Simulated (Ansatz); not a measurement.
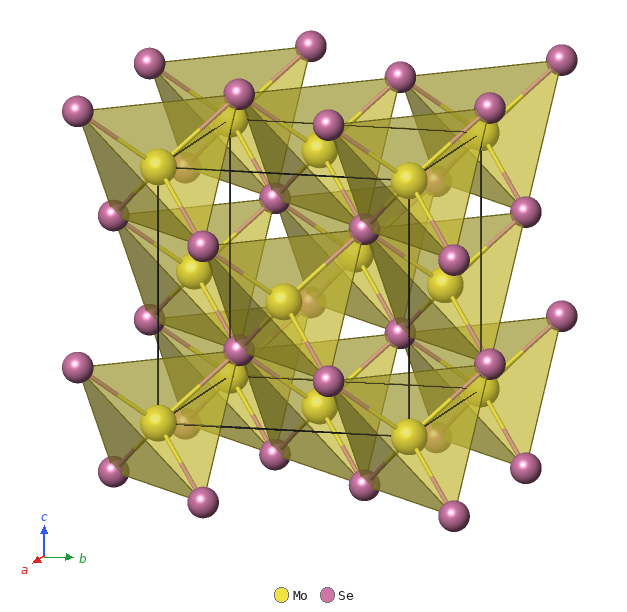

The figure gives a polyhedral picture of the atoms, viewed slightly off an axis. One conventional unit cell is outlined, and atoms on its boundary appear in each equivalent place. Some neighbours outside the box are added.

MoSe, zinc blende (sphalerite type), space group F-43m (No. 216), a = 5.681 Å, b = 5.681 Å, c = 5.681 Å, α = 90.00°, β = 90.00°, γ = 90.00°. It goes back to a structure type filled with these elements by a generator (whether the compound takes this form wasn't checked). Earlier steps of the study, as a rule a relaxation of our own, may have changed the cell and positions, so they can lie some per cent off the listed ones. It was run through Ansatz as a DFT input.

This one geometry was computed with Ansatz (DFT, plane waves, PAW) at five levels of theory: PBE with spin-orbit coupling, PBEsol, PBE, r2SCAN and LDA.

Q: Which level gives the highest pressure at this volume, and what does that say about its equilibrium volume?

A: Highest: PBE with spin-orbit coupling (-0.1 GPa) and PBE (-0.1 GPa), which points to the largest equilibrium volume. Lowest, with the smallest volume: LDA (-8.1 GPa). Levels within 0.5 GPa of each other can't be told apart.

Q: How does the band gap change with the level of theory?

A: All levels give a metal.

Q: Collect the results in a table.

A:
| level | cutoff (eV) | k-mesh of the run's cell | gap (eV) | pressure (GPa) | absolute moment (μB/atom) |
| --- | --- | --- | --- | --- | --- |
| PBE with spin-orbit coupling | 420 | 10×10×10 | metal | -0.1 | 0.62 |
| PBEsol | 420 | 10×10×10 | metal | -4.3 | 0.60 |
| PBE | 420 | 10×10×10 | metal | -0.1 | 0.62 |
| r2SCAN | 500 | 10×10×10 | metal | -1.0 | 0.69 |
| LDA | 420 | 10×10×10 | metal | -8.1 | 0.00 |

Gaps are taken on the k-mesh or band path of each run.
